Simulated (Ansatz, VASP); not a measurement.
# Na (Na(110)) in two plane-wave programs, part 2 of 2

One calculation is typed for both programs; each brings its own data sets. How far apart do they land?  Valence electrons are named where the data sets of a main pair hold unlike numbers.

VASP 6.6.1 and Ansatz 0.2.0.

So far: The starting structure; VASP: band structure, r2SCAN.

**3. Ansatz: band structure, r2SCAN**

Level of this step: Ansatz beside VASP: Kohn-Sham DFT, plane waves, r2SCAN (Ansatz).

Ansatz runs on its default PAW (the set named soft_2) files.

The same cell, functional, mesh and smearing now go to Ansatz, which takes its cutoff from its data sets.

The input, input.yaml:

```yaml
crystal:
  lattice:
    - [2.9910616844, -2.115, 0.0]
    - [2.9910616844, 2.115, 0.0]
    - [0.0, 0.0, 35.9463701065]
  atoms:
    - { symbol: Na, position: [0.0, 0.0, 0.2503729855] }
    - { symbol: Na, position: [0.5, 0.5, 0.3335819903] }
    - { symbol: Na, position: [0.0, 0.0, 0.4167909952] }
    - { symbol: Na, position: [0.5, 0.5, 0.5] }
    - { symbol: Na, position: [0.0, 0.0, 0.5832090048] }
    - { symbol: Na, position: [0.5, 0.5, 0.6664180097] }
    - { symbol: Na, position: [0.0, 0.0, 0.7496270145] }
hamiltonian:
  xc: r2scan
  pseudopotentials: { kind: paw }
kpoints:
  mp_grid: { grid: [12, 12, 1] }
  band_path:
    path:
      - [0.0, 0.0, 0.0]
      - [0.02885, -0.02885, 0.0]
      - [0.08654, -0.08654, 0.0]
      - [0.14423, -0.14423, 0.0]
      - [0.20192, -0.20192, 0.0]
      - [0.25962, -0.25962, 0.0]
      - [0.31731, -0.31731, 0.0]
      - [0.375, -0.375, 0.0]
      - [0.39423, -0.31731, 0.0]
      - [0.43269, -0.20192, 0.0]
      - [0.45192, -0.14423, 0.0]
      - [0.49038, -0.02885, 0.0]
      - [0.52885, 0.08654, 0.0]
      - [0.56731, 0.20192, 0.0]
      - [0.60577, 0.31731, 0.0]
      - [0.625, 0.375, 0.0]
      - [0.60577, 0.39423, 0.0]
      - [0.58654, 0.41346, 0.0]
      - [0.56731, 0.43269, 0.0]
      - [0.54808, 0.45192, 0.0]
      - [0.53846, 0.46154, 0.0]
      - [0.51923, 0.48077, 0.0]
      - [0.5, 0.5, 0.0]
      - [0.46154, 0.46154, 0.0]
      - [0.38462, 0.38462, 0.0]
      - [0.30769, 0.30769, 0.0]
      - [0.23077, 0.23077, 0.0]
      - [0.15385, 0.15385, 0.0]
      - [0.07692, 0.07692, 0.0]
      - [0.0, 0.0, 0.0]
    npoints: 1
scf:
  occupations: { method: fermi_dirac, width: 0.1 }
  n_extra_bands: 9
efield:
  axis: 3
  dipole_correction: true
  ramp_width: 0.04
output:
  forces: true
  eigenvalues: true
```

Run with:

```console
$ ansatz run input.yaml --threads 4 --pin off --max-ram 9216MiB --backend cpu --events-out ev --progress --plain --runs-dir out
```

Numbers of over 12 decimals in the logs are rounded to 6 here.

Log:

```text
scf.n_extra_bands = 9 over 32 filled bands (N_el = 63.0): the run solves 41 bands
Engine: ansatz 0.2.0, aarch64-unknown-linux-gnu
Pseudopotentials: kind: paw
Pseudopotential: Na, paw, valence charge 9, recommended cutoff 500 eV (meta_gga), Na.paw.azcp
Functional definition: r2SCAN
  parameter k0 = 0.174
  parameter k1 = 0.065
  parameter a1 = 4.9479
  exchange = r2scan_x(k0 = k0, k1 = k1, a1 = a1)
  correlation = r2scan_c
Crystal: 7 atoms, lattice volume = 454.800 Å³
Basis set: ecut = 500 eV, 11563 PW (Γ), exchange–correlation on 108×108×1080 points (64 copies of the dense FFT grid, shifted against one another)
Bands: 41, of which v1, the nominal top of the filled ones, is band 32 counted from 1 (31 counted from 0)
Symmetry: 4 space group operations
k-points: 43 of 144
Non-local potential: Na, projectors of the file, l = 0: 3, l = 1: 2, l = 2: 1
PAW form: soft (Blöchl's): semilocal exchange-correlation on the pseudo side does not see the compensation charge
PAW frozen core: Na, regenerated for the run's functional (the file was generated under x = pbe(κ = 0.804, μ = 0.219515), c = pbe(β = 0.066725))
PAW one-centre angular grid: Na, 302 points (default); XC on 339 of its mesh's 2595 points in the sphere
Initial density: superposition of atomic densities (neutral atoms: chi_scale 0, normalization atom), corrected by the library's trained network
Initial wavefunctions: pseudopotential atomic-orbital guess
Functional: x = r2scan, c = r2scan; τ floored in thin density (d = 2e-4 eV/Å³)
SCF iter   1: F=—  HF=-10420.093203 eV  |F-HF|=—  |Δ(HF+E_count)|=         —  Δρ=5.81e-3  dr2=2.07e0  dr2_τ=8.43e-4  ethr=1.77e-3  p=-0.000 e·Å  D=-1.34e-14 V/Å  ΔV_dip=0.00 eV  dr2_dipole=1.49e-10  V_vac-E_F(+/−)=3.09/3.09 eV  ⟨swp⟩=12.2  Hψ=8943  notcnv=0  defer=9
efield: sawtooth ramp at fractional position 0.9800 (placed from the atoms, in the widest stretch of the axis that holds none; the zero of the levels goes with the place), width 0.0400; the density the first Hamiltonian is built on has a dipole p = -0.000 e·Å; the dipole correction subtracts the counter field D = -1.34e-14 V/Å, which shifts the + side's vacuum level by +0.00 eV against the − side's; the planar-averaged density in the ramp window peaks in size at 3.6e-6 e/Å³
preconditioner: auto → LDOS  [metal: Δε(μ)=0.019 eV  Ē_g=3.721 eV  σ=0.100 eV  W_gap=0.05  n_scr=58 (ndim 8)  ℏωp=4.6 eV  f_vac=0.395  D(μ)=3.28/eV (n_scr^D=12)  β→1.0]
SCF iter   2: F=—  HF=-10420.004012 eV  |F-HF|=—  |Δ(HF+E_count)|=   8.92e-2  Δρ=3.58e-3  dr2=2.75e-2  dr2_τ=6.70e-4  ethr=1.77e-3  p=0.000 e·Å  D=1.89e-6 V/Å  ΔV_dip=-0.00 eV  dr2_dipole=9.17e-9  V_vac-E_F(+/−)=2.76/2.76 eV  ⟨swp⟩=3.3  Hψ=3698  notcnv=0  defer=16
SCF iter   3: F=—  HF=-10419.985494 eV  |F-HF|=—  |Δ(HF+E_count)|=   1.85e-2  Δρ=1.24e-3  dr2=3.36e-3  dr2_τ=4.09e-5  ethr=4.36e-5  p=0.000 e·Å  D=5.57e-7 V/Å  ΔV_dip=-0.00 eV  dr2_dipole=7.77e-11  V_vac-E_F(+/−)=2.82/2.82 eV  ⟨swp⟩=2.1  Hψ=3497  notcnv=0  defer=16
SCF iter   4: F=—  HF=-10419.983406 eV  |F-HF|=—  |Δ(HF+E_count)|=   2.09e-3  Δρ=1.33e-4  dr2=1.83e-4  dr2_τ=3.47e-6  ethr=5.33e-6  p=0.000 e·Å  D=4.86e-7 V/Å  ΔV_dip=-0.00 eV  dr2_dipole=6.47e-11  V_vac-E_F(+/−)=2.82/2.82 eV  ⟨swp⟩=2.0  Hψ=3201  notcnv=0  defer=16
SCF iter   5: F=—  HF=-10419.983416 eV  |F-HF|=—  |Δ(HF+E_count)|=   9.72e-6  Δρ=1.95e-5  dr2=3.43e-5  dr2_τ=3.76e-8  ethr=2.90e-7  p=0.000 e·Å  D=1.46e-7 V/Å  ΔV_dip=-0.00 eV  dr2_dipole=3.68e-13  V_vac-E_F(+/−)=2.84/2.84 eV  ⟨swp⟩=2.9  Hψ=3329  notcnv=0  defer=16
SCF iter   6: F=—  HF=-10419.983506 eV  |F-HF|=—  |Δ(HF+E_count)|=   8.98e-5  Δρ=4.85e-6  dr2=3.19e-6  dr2_τ=2.87e-9  ethr=5.45e-8  p=0.000 e·Å  D=4.83e-8 V/Å  ΔV_dip=-0.00 eV  dr2_dipole=7.47e-13  V_vac-E_F(+/−)=2.84/2.84 eV  ⟨swp⟩=1.7  Hψ=1834  notcnv=0  defer=15
SCF iter   7: F=—  HF=-10419.983506 eV  |F-HF|=—  |Δ(HF+E_count)|=   1.01e-7  Δρ=2.20e-6  dr2=3.33e-7  dr2_τ=3.25e-10  ethr=5.06e-9  p=0.000 e·Å  D=8.57e-9 V/Å  ΔV_dip=-0.00 eV  dr2_dipole=9.17e-14  V_vac-E_F(+/−)=2.84/2.84 eV  ⟨swp⟩=1.4  Hψ=1800  notcnv=0  defer=15
SCF iter   8: F=-10419.983506 eV  HF=-10419.983506 eV  |F-HF|=8.92e-9  |Δ(HF+E_count)|=   1.15e-8  Δρ=1.50e-6  dr2=1.26e-8  dr2_τ=5.56e-11  ethr=1.59e-10  p=-0.000 e·Å  D=-3.19e-9 V/Å  ΔV_dip=0.00 eV  dr2_dipole=1.09e-13  V_vac-E_F(+/−)=2.84/2.84 eV  ⟨swp⟩=9.4  Hψ=6526  notcnv=0
SCF 1 converged in 8 iterations: F = -10419.983506 eV  dr2 = 1.26e-8
  greatest PAW one-centre occupation: 1.000 electrons in one spin orbital (limit 2), on the Na atom at site 3 (counted from 0), in its partial waves of l = 0
NSCF: frozen V_eff on 30 k-points
efield: sawtooth ramp at fractional position 0.9800 (kept from the solve that this one continues, or follows in the run), width 0.0400; the density the first Hamiltonian is built on has a dipole p = -0.000 e·Å; the dipole correction subtracts the counter field D = -3.19e-9 V/Å, which shifts the + side's vacuum level by +0.00 eV against the − side's; the planar-averaged density in the ramp window peaks in size at 3.4e-6 e/Å³
SCF converged after 8 iterations
Free energy (F): -10419.983506 eV
Harris-Foulkes:  -10419.983506 eV  (|F-HF|=8.92e-9)
Internal energy: -10419.866862 eV  (E = F + TS)
E sigma→0 (E₀):  -10419.925184 eV
Entropy (-TS):   -0.116644 eV (-16.663 meV/atom)
Fermi energy:    -0.159902 eV
Dipole field:    D = 0.000000 V/Å  (p = 0.000001 e·Å, saw-weighted, corrected)
Work function:   Φ+ = 2.8424 eV   Φ− = 2.8424 eV
Levels:          The Fermi level and band energies are counted from a zero that moves with the ramp; work functions are not
--- Per-component energies (eV) ---
  E_band       = -1889.862807
  E_kinetic    = 840.355554
  E_local      = -40538.550395  (includes V_loc(G=0)·N_el)
  E_nonlocal   = 811.185308
  E_hartree    = 18854.764713
  E_xc         = -249.477697
  E_vxc        = -375.643970  (∫ρ·V_xc dr)
  E_paw        = -1874.299418  (= ΣΔE_a)
  E_vpaw       = -370.726503  (= ΣTr[D̂ρ^β])
  E_aug_tail   = -0.000006  (compensation charges beyond the density's cutoff)
  E_vtau       = 33.993555  (kinetic-family band-sum trace: ∫τ·v_τ [+ j·A + Jᵃ·Aᵃ] dr)
  E_efield     = 0.000000  (sawtooth field / dipole correction)
  E_vefield    = 0.000000  (∫n·V_field dr)
  E_ewald      = 11736.338950
  E_core_change = -0.183871  (= ΣΔE_core)
  E_smearing   = -0.116644  (= −TS)
  E_closure    = -0.000000  (closes the sum)
  Σ components = -10419.983506   (vs F -10419.983506, Δ=0.00e0)
--- Forces (eV/Å), atoms counted from 1 ---
  atom   1  Na     0.00000000     0.00000000     0.02924234
  atom   2  Na     0.00000000     0.00000000    -0.01699668
  atom   3  Na     0.00000000     0.00000000    -0.00634772
  atom   4  Na     0.00000000     0.00000000    -0.00000001
  atom   5  Na     0.00000000     0.00000000     0.00634769
  atom   6  Na     0.00000000     0.00000000     0.01699666
  atom   7  Na     0.00000000     0.00000000    -0.02924226
  max |Σ_I F_I| component: 1.40e-8 eV/Å
--- Band table (eV; the first three rows and the last of 43) ---
  k-point 0: bands = [... 28 lower, -3.5292, -3.3150, -2.9450, -2.4172, -1.7502, -0.9674, -0.1224, 0.5287, ... 5 higher]
  k-point 1: bands = [... 28 lower, -3.4325, -3.2186, -2.8492, -2.3221, -1.6559, -0.8740, -0.0299, 0.6184, ... 5 higher]
  k-point 2: bands = [... 28 lower, -3.1435, -2.9306, -2.5627, -2.0377, -1.3740, -0.5948, 0.2461, 0.8879, ... 5 higher]
  k-point 42: bands = [... 28 lower, 0.6368, 0.8276, 1.1648, 1.3412, 1.5523, 1.6567, 1.9086, 2.2932, ... 5 higher]
```

It took 55 s on 4 threads of Arm Neoverse V1, shared host; peak memory 1.8 GiB.

The column dr2 measures how far the density is from self-consistency, as an energy; F and HF (Harris–Foulkes) agree once it is small.

**4. Comparison**

Known differences besides the potentials themselves: VASP keeps PBE cores, Ansatz makes them for the functional; the data sets hold 63 valence electrons in Ansatz (on its default PAW (the set named soft_2) files) and 7 in VASP; the cutoff is 500 eV in Ansatz and 300 eV in VASP (PREC = Normal). Total energies have different zeros and are not compared.

Both answers:

```csv
quantity,Ansatz,VASP,difference
"work function, lower of the two faces (eV)",2.84,2.85,-0.01
"work function, higher of the two faces (eV)",2.84,2.85,-0.01
```

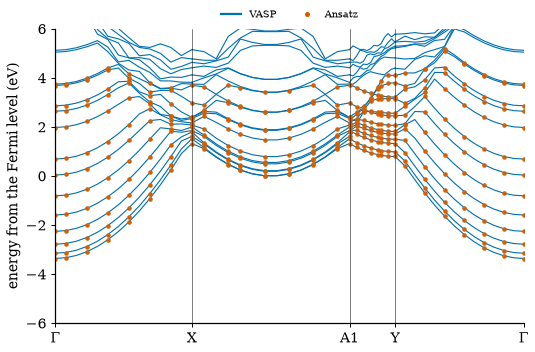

Bands from VASP (lines) and levels from Ansatz (dots). Dots without a line are higher empty bands that the VASP plot leaves out.

At this near-relaxed geometry the largest component of a force difference is 10 meV/Å. Levels from 3 eV below to 2 eV above the Fermi level differ by 2 meV r.m.s. and 6 meV at most; each VASP level is matched to the nearest of Ansatz, which flatters the figure a little. VASP's log warns that it found no field-free region in the vacuum, so its work functions are uncertain. With vacuum in the cell, a pressure given here is an average over mostly empty space and none of the material.

**5. Outcome**

- r.m.s. difference of levels near the Fermi level (band structure, r2SCAN): 1.8 meV

In words: The r.m.s. difference of levels near the Fermi level is 1.8 meV (band structure, r2SCAN), within the 80 meV picked in this series as the mark of a large difference. The data sets hold unlike numbers of valence electrons (63 in Ansatz and 7 in VASP), so part of the differences comes from the potentials. How closely two codes agree says nothing of how well the functional describes the real material.

[Lines on the potential files, build, host, timing and source positions are cut from VASP's logs without a mark.]

[Logs are printed without paths, hosts, clocks, repeated set-up lines and the standing remarks that a program may print on its own settings, such as how far it seeks lower states.]

[Hosts, paths, dates, database ids (printed as entryN), source tags and the programs' standing remarks are cut or masked in the printed files.]
